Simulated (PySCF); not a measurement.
# Krypton: the same states on changed settings

Aim: see what changed settings do to total energies and their difference. The change: no relativity, point nucleus, unsound on purpose. A sound run of the same states serves as the yardstick.

Method: unrestricted determinants in a Gaussian basis, no spin-orbit coupling in the energies. Code: PySCF 2.14.0.

## (1) What is computed

```
Element                                   : krypton (Z = 36)
Basis                                     : aug-cc-pVDZ-DK
Hamiltonian                               : no relativity, point nucleus
State 1                                   : Kr²⁺: [Ar] 3d10 4s2 4p4, high-spin 3P determinant
State 2                                   : Kr³⁺: [Ar] 3d10 4s2 4p3, high-spin 4S determinant
Methods                                   : UHF, LDA, B3LYP, MP2, CCSD(T)
Core shells frozen in the correlated runs : valence: [Ar] 3d10 (for Kr²⁺)
```

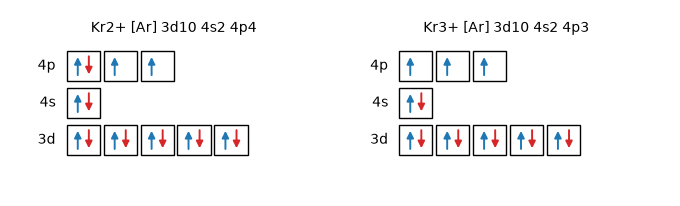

Outer shells as boxes.

The sound run (aug-cc-pVDZ-DK, scalar relativity by spin-free X2C-1e, symmetry-adapted start, fine grid, valence correlation) gave:

```tsv
species	method	energy (hartree)
Kr²⁺	UHF	-2786.71490
Kr²⁺	LDA	-2784.58668
Kr²⁺	B3LYP	-2788.52298
Kr²⁺	MP2 (valence)	-2786.79016
Kr²⁺	CCSD(T) (valence)	-2786.80648
Kr³⁺	UHF	-2785.45698
Kr³⁺	LDA	-2783.27170
Kr³⁺	B3LYP	-2787.21171
Kr³⁺	MP2 (valence)	-2785.51670
Kr³⁺	CCSD(T) (valence)	-2785.53175
```

The runs were made by one driver on top of PySCF. The scripts below sum up each run's settings (the driver also hands on starting orbitals that pick excited configurations, and frozen orbitals as a list rather than a count), and the logs come from the driver's own runs. The driver starts from symmetry-adapted Hartree-Fock orbitals, holds the occupation by maximum overlap and uses a logarithmic radial grid for functionals, so a plain start would take other cycles.

The driver's launch:

```bash
$ OMP_NUM_THREADS=1 python atomrun2.py TASK.json OUT
```

The integrals over 36 functions and the set-up took 0.11 s of CPU time.

## (2) Changed run, Kr²⁺, method by method

UHF:

File input.py:

```python
from pyscf import gto, scf, dft, mp, cc
import basis_set_exchange as bse
mol = gto.M(atom="Kr 0 0 0", charge=2, spin=2, symmetry="D2h",
            basis=gto.basis.parse(bse.get_basis("aug-cc-pVDZ-DK", elements=["Kr"], fmt="nwchem", header=False)))
mf = scf.UHF(mol)
mf.irrep_nelec = {'Ag': (6, 6), 'B1g': (1, 1), 'B2g': (1, 1), 'B3g': (1, 1), 'B1u': (3, 2), 'B2u': (3, 3), 'B3u': (3, 2)}
mf.kernel()
```

Standard output:

```text
damping factor = 0
level_shift factor = 0
DIIS = <class 'pyscf.scf.diis.CDIIS'>
diis_start_cycle = 1
diis_space = 10
diis_damp = 0
SCF conv_tol = 1e-09
SCF conv_tol_grad = None
number electrons alpha = 18  beta = 16
cycle= 1 E= -2727.46716910743  delta_E= -0.00364  |g|= 0.0221  |ddm|= 0.0628
cycle= 2 E= -2727.46749376711  delta_E= -0.000325  |g|= 0.0067  |ddm|= 0.0196
cycle= 3 E= -2727.46752733633  delta_E= -3.36e-05  |g|= 0.000268  |ddm|= 0.0104
cycle= 4 E= -2727.46752741046  delta_E= -7.41e-08  |g|= 4.21e-05  |ddm|= 0.00157
cycle= 5 E= -2727.46752741205  delta_E= -1.59e-09  |g|= 7.89e-06  |ddm|= 0.000242
cycle= 6 E= -2727.46752741209  delta_E= -4.18e-11  |g|= 1.46e-06  |ddm|= 4.15e-05
converged SCF energy = -2727.46752741209  <S^2> = 2.0063043  2S+1 = 3.0041999
```

Time after the integrals: 0.08 s (1 thread of Neoverse-V2, shared host).

Orbital energies by shell (radii are means over both spins):

```tsv
shell	electrons	mean orbital energy (eV)	spread (eV)	rms radius (bohr)
1s α	1	-13874.8	0	0.0491
1s β	1	-13874.5	0	0.0491
2s α	1	-1880.8	0	0.203
2s β	1	-1880.6	0	0.203
2p α	3	-1726.8	0.306	0.179
2p β	3	-1726.4	0.157	0.179
3s α	1	-312.29	0	0.575
3s β	1	-311.59	0	0.575
3p α	3	-250.57	0.911	0.585
3p β	3	-249.65	0.130	0.585
3d α	5	-128.35	0.858	0.611
3d β	5	-127.88	0.474	0.611
4s α	1	-55.500	0	1.66
4s β	1	-48.725	0	1.66
4p α	3	-37.749	2.131	1.89
4p β	1	-34.895	0	1.89
```

⟨S²⟩ = 2.006, ⟨L²⟩ = 2.02.

LDA:

Changes to input.py:

```diff
@@ -4,3 +4,3 @@
             basis=gto.basis.parse(bse.get_basis("aug-cc-pVDZ-DK", elements=["Kr"], fmt="nwchem", header=False)))
-mf = scf.UHF(mol)
+mf = dft.UKS(mol, xc="LDA,VWN")
 mf.irrep_nelec = {'Ag': (6, 6), 'B1g': (1, 1), 'B2g': (1, 1), 'B3g': (1, 1), 'B1u': (3, 2), 'B2u': (3, 3), 'B3u': (3, 2)}
```

Standard output:

```text
damping factor = 0
level_shift factor = 0
DIIS = <class 'pyscf.scf.diis.CDIIS'>
diis_start_cycle = 1
diis_space = 10
diis_damp = 0
SCF conv_tol = 1e-09
SCF conv_tol_grad = None
number electrons alpha = 18  beta = 16
XC functionals = LDA,VWN
    P. A. M. Dirac.,  Math. Proc. Cambridge Philos. Soc. 26, 376 (1930)
    F. Bloch.,  Z. Phys. 57, 545 (1929)
    S. H. Vosko, L. Wilk, and M. Nusair.,  Can. J. Phys. 58, 1200 (1980)
cycle= 1 E= -2725.34962085189  delta_E= -0.0105  |g|= 0.054  |ddm|= 0.348
cycle= 2 E= -2725.34999715725  delta_E= -0.000376  |g|= 0.0192  |ddm|= 0.0565
cycle= 3 E= -2725.35006575956  delta_E= -6.86e-05  |g|= 0.00163  |ddm|= 0.0362
cycle= 4 E= -2725.35006682646  delta_E= -1.07e-06  |g|= 1.46e-05  |ddm|= 0.00618
cycle= 5 E= -2725.35006682659  delta_E= -1.37e-10  |g|= 1.03e-06  |ddm|= 6.48e-05
converged SCF energy = -2725.35006682659  <S^2> = 2.0007339  2S+1 = 3.0004892
```

It took 0.18 s on 1 thread of Neoverse-V2, shared host, the integrals not counted.

B3LYP:

Changes to input.py:

```diff
@@ -4,3 +4,3 @@
             basis=gto.basis.parse(bse.get_basis("aug-cc-pVDZ-DK", elements=["Kr"], fmt="nwchem", header=False)))
-mf = dft.UKS(mol, xc="LDA,VWN")
+mf = dft.UKS(mol, xc="B3LYP")
 mf.irrep_nelec = {'Ag': (6, 6), 'B1g': (1, 1), 'B2g': (1, 1), 'B3g': (1, 1), 'B1u': (3, 2), 'B2u': (3, 3), 'B3u': (3, 2)}
```

Standard output:

```text
damping factor = 0
level_shift factor = 0
DIIS = <class 'pyscf.scf.diis.CDIIS'>
diis_start_cycle = 1
diis_space = 10
diis_damp = 0
SCF conv_tol = 1e-09
SCF conv_tol_grad = None
number electrons alpha = 18  beta = 16
XC functionals = B3LYP
    P. J. Stephens, F. J. Devlin, C. F. Chabalowski, and M. J. Frisch.,  J. Phys. Chem. 98, 11623 (1994)
cycle= 1 E= -2729.28162689039  delta_E= -0.00614  |g|= 0.0305  |ddm|= 0.269
cycle= 2 E= -2729.28175994684  delta_E= -0.000133  |g|= 0.00933  |ddm|= 0.038
cycle= 3 E= -2729.28177686899  delta_E= -1.69e-05  |g|= 0.000709  |ddm|= 0.018
cycle= 4 E= -2729.28177705549  delta_E= -1.87e-07  |g|= 5.94e-05  |ddm|= 0.00255
cycle= 5 E= -2729.28177705728  delta_E= -1.78e-09  |g|= 9.85e-07  |ddm|= 0.000214
cycle= 6 E= -2729.28177705728  delta_E= -1.36e-12  |g|= 5.53e-08  |ddm|= 6.64e-06
converged SCF energy = -2729.28177705728  <S^2> = 2.0015438  2S+1 = 3.001029
```

Time after the integrals: 0.48 s (1 thread of Neoverse-V2, shared host).

MP2 (valence):

File input.py:

```python
from pyscf import gto, scf, dft, mp, cc
import basis_set_exchange as bse
mol = gto.M(atom="Kr 0 0 0", charge=2, spin=2, symmetry="D2h",
            basis=gto.basis.parse(bse.get_basis("aug-cc-pVDZ-DK", elements=["Kr"], fmt="nwchem", header=False)))
mf = scf.UHF(mol)
mf.irrep_nelec = {'Ag': (6, 6), 'B1g': (1, 1), 'B2g': (1, 1), 'B3g': (1, 1), 'B1u': (3, 2), 'B2u': (3, 3), 'B3u': (3, 2)}
mf.kernel()
mp.UMP2(mf, frozen=14).kernel()
```

No log was kept for this step.

It took 0.01 s on 1 thread of Neoverse-V2, shared host, the integrals not counted.

With 6 electrons correlated, the MP2 correlation energy is -0.07661 hartree (-0.01860 same spin, -0.05801 opposite spin); the SCS form gives -0.07582. Largest pairs of shells: 4p-4p -0.0376, 4s-4p -0.0333, 4s-4s -0.0057.

CCSD(T) (valence):

Changes to input.py:

```diff
@@ -7,2 +7,3 @@
 mf.kernel()
-mp.UMP2(mf, frozen=14).kernel()
+mycc = cc.CCSD(mf, frozen=14).run()
+mycc.ccsd_t()
```

Standard output:

```text
CC2 = 0
CCSD nocc = (np.int64(4), np.int64(2)), nmo = (22, 22)
frozen orbitals [[0, 1, 2, 3, 4, 5, 6, 7, 8, 9, 10, 11, 12, 13], [0, 1, 2, 3, 4, 5, 6, 7, 8, 9, 10, 11, 12, 13]]
max_cycle = 100
direct = 0
conv_tol = 1e-08
conv_tol_normt = 1e-06
diis_space = 8
diis_start_cycle = 0
Init t2, MP2 energy = -0.0766148333604331
Init E_corr(UCCSD) = -0.076614833361692
cycle = 1  E_corr(UCCSD) = -0.0891982587397249  dE = -0.0125834254  norm(t1,t2) = 0.0335592
cycle = 2  E_corr(UCCSD) = -0.0917702788564378  dE = -0.00257202012  norm(t1,t2) = 0.0103603
cycle = 3  E_corr(UCCSD) = -0.0928477035265529  dE = -0.00107742467  norm(t1,t2) = 0.00384262
cycle = 4  E_corr(UCCSD) = -0.0928243096611777  dE = 2.33938654e-05  norm(t1,t2) = 0.000388153
cycle = 5  E_corr(UCCSD) = -0.0928276934429755  dE = -3.3837818e-06  norm(t1,t2) = 7.07226e-05
cycle = 6  E_corr(UCCSD) = -0.0928273680143596  dE = 3.25428616e-07  norm(t1,t2) = 1.21446e-05
cycle = 7  E_corr(UCCSD) = -0.0928274630106879  dE = -9.49963282e-08  norm(t1,t2) = 2.27596e-06
cycle = 8  E_corr(UCCSD) = -0.0928274429231284  dE = 2.00875595e-08  norm(t1,t2) = 4.54509e-07
cycle = 9  E_corr(UCCSD) = -0.092827440462887  dE = 2.46024137e-09  norm(t1,t2) = 8.40647e-08
UCCSD converged
E(UCCSD) = -2727.560354852552  E_corr = -0.092827440462887
UCCSD(T) correction = -0.00102606266953717
```

Time after the integrals: 0.18 s (1 thread of Neoverse-V2, shared host).

CCSD correlation -0.09283 hartree, triples -0.00103; total -2727.561381. T1 = 0.006, largest double amplitude 0.043.

## (3) Changed run, Kr³⁺, method by method

UHF:

File input.py:

```python
from pyscf import gto, scf, dft, mp, cc
import basis_set_exchange as bse
mol = gto.M(atom="Kr 0 0 0", charge=3, spin=3, symmetry="D2h",
            basis=gto.basis.parse(bse.get_basis("aug-cc-pVDZ-DK", elements=["Kr"], fmt="nwchem", header=False)))
mf = scf.UHF(mol)
mf.irrep_nelec = {'Ag': (6, 6), 'B1g': (1, 1), 'B2g': (1, 1), 'B3g': (1, 1), 'B1u': (3, 2), 'B2u': (3, 2), 'B3u': (3, 2)}
mf.kernel()
```

Standard output:

```text
damping factor = 0
level_shift factor = 0
DIIS = <class 'pyscf.scf.diis.CDIIS'>
diis_start_cycle = 1
diis_space = 10
diis_damp = 0
SCF conv_tol = 1e-09
SCF conv_tol_grad = None
number electrons alpha = 18  beta = 15
cycle= 1 E= -2726.21331348053  delta_E= -2.43e-10  |g|= 4.96e-06  |ddm|= 0.000104
converged SCF energy = -2726.21331348053  <S^2> = 3.7506413  2S+1 = 4.0003206
```

It took 0.07 s on 1 thread of Neoverse-V2, shared host, the integrals not counted.

The occupied shells:

```tsv
shell	electrons	mean orbital energy (eV)	spread (eV)	rms radius (bohr)
1s α	1	-13890.3	0	0.0491
1s β	1	-13889.7	0	0.0491
2s α	1	-1895.9	0	0.203
2s β	1	-1895.5	0	0.203
2p α	3	-1742.0	0	0.179
2p β	3	-1741.3	0	0.179
3s α	1	-327.16	0	0.575
3s β	1	-326.04	0	0.575
3p α	3	-265.43	0	0.585
3p β	3	-263.95	0	0.585
3d α	5	-143.12	0	0.610
3d β	5	-142.35	0	0.610
4s α	1	-69.282	0	1.61
4s β	1	-58.713	0	1.61
4p α	3	-50.873	0	1.79
```

⟨S²⟩ = 3.751, ⟨L²⟩ = 0.00.

LDA:

Changes to input.py:

```diff
@@ -4,3 +4,3 @@
             basis=gto.basis.parse(bse.get_basis("aug-cc-pVDZ-DK", elements=["Kr"], fmt="nwchem", header=False)))
-mf = scf.UHF(mol)
+mf = dft.UKS(mol, xc="LDA,VWN")
 mf.irrep_nelec = {'Ag': (6, 6), 'B1g': (1, 1), 'B2g': (1, 1), 'B3g': (1, 1), 'B1u': (3, 2), 'B2u': (3, 2), 'B3u': (3, 2)}
```

Standard output:

```text
damping factor = 0
level_shift factor = 0
DIIS = <class 'pyscf.scf.diis.CDIIS'>
diis_start_cycle = 1
diis_space = 10
diis_damp = 0
SCF conv_tol = 1e-09
SCF conv_tol_grad = None
number electrons alpha = 18  beta = 15
XC functionals = LDA,VWN
    P. A. M. Dirac.,  Math. Proc. Cambridge Philos. Soc. 26, 376 (1930)
    F. Bloch.,  Z. Phys. 57, 545 (1929)
    S. H. Vosko, L. Wilk, and M. Nusair.,  Can. J. Phys. 58, 1200 (1980)
cycle= 1 E= -2724.03833385142  delta_E= -0.00871  |g|= 0.0547  |ddm|= 0.357
cycle= 2 E= -2724.0387230288  delta_E= -0.000389  |g|= 0.0188  |ddm|= 0.0724
cycle= 3 E= -2724.03878556215  delta_E= -6.25e-05  |g|= 0.000679  |ddm|= 0.0339
cycle= 4 E= -2724.03878571751  delta_E= -1.55e-07  |g|= 1.78e-06  |ddm|= 0.00279
cycle= 5 E= -2724.03878571751  delta_E= -3.64e-12  |g|= 3.45e-08  |ddm|= 1.14e-05
converged SCF energy = -2724.03878571751  <S^2> = 3.7501798  2S+1 = 4.0000899
```

It took 0.19 s on 1 thread of Neoverse-V2, shared host, the integrals not counted.

B3LYP:

Changes to input.py:

```diff
@@ -4,3 +4,3 @@
             basis=gto.basis.parse(bse.get_basis("aug-cc-pVDZ-DK", elements=["Kr"], fmt="nwchem", header=False)))
-mf = dft.UKS(mol, xc="LDA,VWN")
+mf = dft.UKS(mol, xc="B3LYP")
 mf.irrep_nelec = {'Ag': (6, 6), 'B1g': (1, 1), 'B2g': (1, 1), 'B3g': (1, 1), 'B1u': (3, 2), 'B2u': (3, 2), 'B3u': (3, 2)}
```

Standard output:

```text
damping factor = 0
level_shift factor = 0
DIIS = <class 'pyscf.scf.diis.CDIIS'>
diis_start_cycle = 1
diis_space = 10
diis_damp = 0
SCF conv_tol = 1e-09
SCF conv_tol_grad = None
number electrons alpha = 18  beta = 15
XC functionals = B3LYP
    P. J. Stephens, F. J. Devlin, C. F. Chabalowski, and M. J. Frisch.,  J. Phys. Chem. 98, 11623 (1994)
cycle= 1 E= -2727.97428512257  delta_E= -0.00464  |g|= 0.0314  |ddm|= 0.275
cycle= 2 E= -2727.9744203329  delta_E= -0.000135  |g|= 0.00932  |ddm|= 0.0484
cycle= 3 E= -2727.97443581875  delta_E= -1.55e-05  |g|= 0.000241  |ddm|= 0.0169
cycle= 4 E= -2727.97443583449  delta_E= -1.57e-08  |g|= 3.14e-06  |ddm|= 0.000829
cycle= 5 E= -2727.9744358345  delta_E= -4.09e-12  |g|= 5.65e-08  |ddm|= 1.39e-05
converged SCF energy = -2727.9744358345  <S^2> = 3.7502577  2S+1 = 4.0001288
```

It took 0.41 s on 1 thread of Neoverse-V2, shared host, the integrals not counted.

MP2 (valence):

File input.py:

```python
from pyscf import gto, scf, dft, mp, cc
import basis_set_exchange as bse
mol = gto.M(atom="Kr 0 0 0", charge=3, spin=3, symmetry="D2h",
            basis=gto.basis.parse(bse.get_basis("aug-cc-pVDZ-DK", elements=["Kr"], fmt="nwchem", header=False)))
mf = scf.UHF(mol)
mf.irrep_nelec = {'Ag': (6, 6), 'B1g': (1, 1), 'B2g': (1, 1), 'B3g': (1, 1), 'B1u': (3, 2), 'B2u': (3, 2), 'B3u': (3, 2)}
mf.kernel()
mp.UMP2(mf, frozen=14).kernel()
```

The driver printed no log here.

It took 0.01 s on 1 thread of Neoverse-V2, shared host, the integrals not counted.

With 5 electrons correlated, the MP2 correlation energy is -0.06119 hartree (-0.01549 same spin, -0.04570 opposite spin); the SCS form gives -0.06001. Largest pairs of shells: 4s-4p -0.0411, 4p-4p -0.0143, 4s-4s -0.0058.

CCSD(T) (valence):

Changes to input.py:

```diff
@@ -7,2 +7,3 @@
 mf.kernel()
-mp.UMP2(mf, frozen=14).kernel()
+mycc = cc.CCSD(mf, frozen=14).run()
+mycc.ccsd_t()
```

Standard output:

```text
CC2 = 0
CCSD nocc = (np.int64(4), np.int64(1)), nmo = (22, 22)
frozen orbitals [[0, 1, 2, 3, 4, 5, 6, 7, 8, 9, 10, 11, 12, 13], [0, 1, 2, 3, 4, 5, 6, 7, 8, 9, 10, 11, 12, 13]]
max_cycle = 100
direct = 0
conv_tol = 1e-08
conv_tol_normt = 1e-06
diis_space = 8
diis_start_cycle = 0
Init t2, MP2 energy = -0.0611935622479421
Init E_corr(UCCSD) = -0.0611935622609822
cycle = 1  E_corr(UCCSD) = -0.0733184255110823  dE = -0.0121248633  norm(t1,t2) = 0.0329343
cycle = 2  E_corr(UCCSD) = -0.0758284107479529  dE = -0.00250998524  norm(t1,t2) = 0.00868742
cycle = 3  E_corr(UCCSD) = -0.0766883333406875  dE = -0.000859922593  norm(t1,t2) = 0.00278419
cycle = 4  E_corr(UCCSD) = -0.0766712128565471  dE = 1.71204841e-05  norm(t1,t2) = 0.000261177
cycle = 5  E_corr(UCCSD) = -0.0766714285545898  dE = -2.15698043e-07  norm(t1,t2) = 1.90435e-05
cycle = 6  E_corr(UCCSD) = -0.0766712226300087  dE = 2.05924581e-07  norm(t1,t2) = 2.83085e-06
cycle = 7  E_corr(UCCSD) = -0.0766713179166564  dE = -9.52866477e-08  norm(t1,t2) = 4.0597e-07
cycle = 8  E_corr(UCCSD) = -0.0766713012762258  dE = 1.66404306e-08  norm(t1,t2) = 7.07922e-08
cycle = 9  E_corr(UCCSD) = -0.076671297979072  dE = 3.29715381e-09  norm(t1,t2) = 2.48807e-08
UCCSD converged
E(UCCSD) = -2726.289984778507  E_corr = -0.07667129797907199
UCCSD(T) correction = -0.000640407653731996
```

It took 0.16 s on 1 thread of Neoverse-V2, shared host, the integrals not counted.

CCSD correlation -0.07667 hartree, triples -0.00064; total -2726.290625. T1 = 0.001, largest double amplitude 0.051.

## (4) Against the sound run

```tsv
species	method	converged	energy less sound run (eV)
Kr²⁺	UHF	yes	+1612.2031
Kr²⁺	LDA	yes	+1611.9104
Kr²⁺	B3LYP	yes	+1612.0351
Kr²⁺	MP2 (valence)	yes	+1612.1663
Kr²⁺	CCSD(T) (valence)	yes	+1612.1413
Kr³⁺	UHF	yes	+1612.1022
Kr³⁺	LDA	yes	+1611.8096
Kr³⁺	B3LYP	yes	+1611.9283
Kr³⁺	MP2 (valence)	yes	+1612.0621
Kr³⁺	CCSD(T) (valence)	yes	+1612.0331
```

Ionisation energy of Kr²⁺:

```tsv
method	sound run (eV)	changed run (eV)	shift (eV)
UHF	34.230	34.129	-0.101
LDA	35.783	35.682	-0.101
B3LYP	35.681	35.575	-0.107
MP2	34.653	34.549	-0.104
SCS-MP2	34.664	34.559	-0.105
CCSD	34.677	34.569	-0.109
CCSD(T)	34.687	34.579	-0.108
```

## (5) Results

| quantity | value |
| --- | --- |
| change | no relativity, point nucleus |
| runs converged | 10 of 10 |
| largest shift of a converged total energy | 1610 eV |
| largest shift of the ionisation energy | -0.109 eV (CCSD) |

**Reading.** The ionisation energy moves by up to 0.11 eV, at CCSD. Most of the change in total energy is the relativistic energy itself. On top of that the contraction fixes the core shape for the Hamiltonian it was made with, so the changed run is not a good calculation with the other Hamiltonian either. The setting is unsound on purpose, so these numbers are no properties of the atom.
